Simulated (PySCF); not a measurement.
## Electronic structure of C$_{3}$H$_{11}$NO$_{2}$Si$_{3}$ (SMILES C/C(C=O)=N\[SiH2][SiH2]O[SiH3]) in real space

```xyz
20

C     1.8544   -1.2255    0.1872
C     1.4845    0.2234    0.1982
C     1.6916    0.9642    1.4663
O     2.1565    0.4924    2.4732
N     1.0131    0.8801   -0.7766
Si    0.3434    0.4981   -2.2934
Si   -1.8821    0.0868   -1.8027
O    -2.0085   -0.2235   -0.2167
Si   -2.0380   -0.0519    1.3956
H     2.5091   -1.4513    1.0257
H     2.3342   -1.4845   -0.7541
H     0.9461   -1.8208    0.2821
H     1.3810    2.0220    1.4028
H     0.6050    1.7206   -3.0542
H     0.9385   -0.6293   -3.0371
H    -2.7815    1.2050   -2.0966
H    -2.4078   -1.1333   -2.4231
H    -1.1633   -1.1043    1.9062
H    -1.5494    1.2850    1.7211
H    -3.4320   -0.2425    1.7894
```

Geometry: GFN2-xTB.

Theory: PySCF 2.14.0, PBE0/pcSseg-1, SCF density, gas phase, non-relativistic.

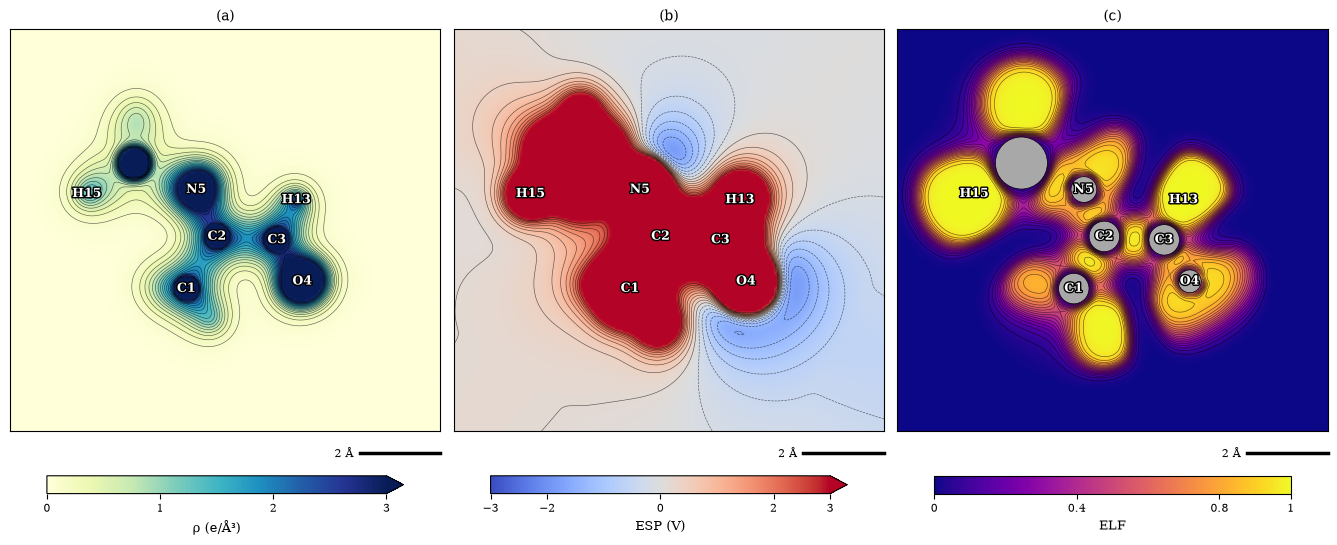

Figure 1. (a) total electron density; (b) electrostatic potential; (c) electron localisation function on the plane of atoms C3, C2 and N5. Grey discs cover the atomic cores in the ELF map.

Interpret the plot.

Answer.
- The section cuts through C, O, N and H sites.
- C–O (1.21 Å): the density is about 3.3 e/Å³ at the midpoint; the ELF peaks at about 0.85 between the atoms (a multiple bond).
- C–N (1.27 Å): ρ at the midpoint is about 2.8 e/Å³; the ELF peaks at about 0.90 between the atoms; a short, multiple covalent bond.
- C–C (1.48 Å): the density is about 1.9 e/Å³ at the midpoint; the ELF peaks at about 0.95 between the atoms; a covalent bond.
- C–H (1.10 Å): ρ is about 2.1 e/Å³ halfway; the ELF climbs to about 1 towards the hydrogen, as it does in any bond to H: a covalent bond by its length.
- The ELF also peaks beside O4 and N5, away from the bonds: lone-pair regions.
- Outside the dense part of the molecule the potential is most negative (−1.8 V) near N5.

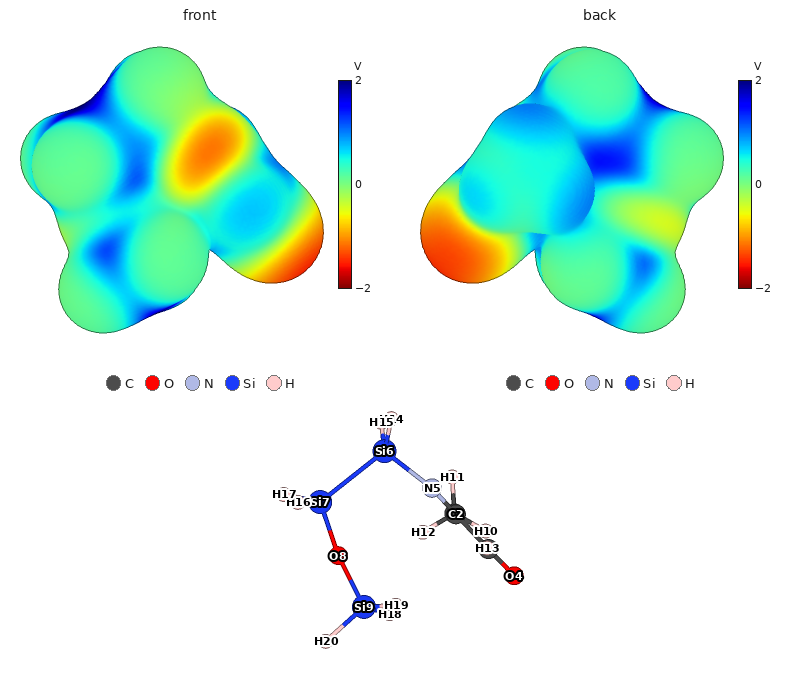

Figure 2. The molecular electrostatic potential painted on the density surface at 0.002 e/bohr³, seen from the front and from behind; the colour scale runs from red (negative) to blue (positive). The bare structure is drawn below in the same view.

Where is the surface potential most negative and most positive?

Answer. The most negative region (about −1.4 V) lies over O4, the most positive (about +1.9 V) over Si6, Si7 and Si9. O4 is the likeliest acceptor of a hydrogen bond.

What dipole moment does the calculation give?

Answer. Its dipole moment is 1.90 D.
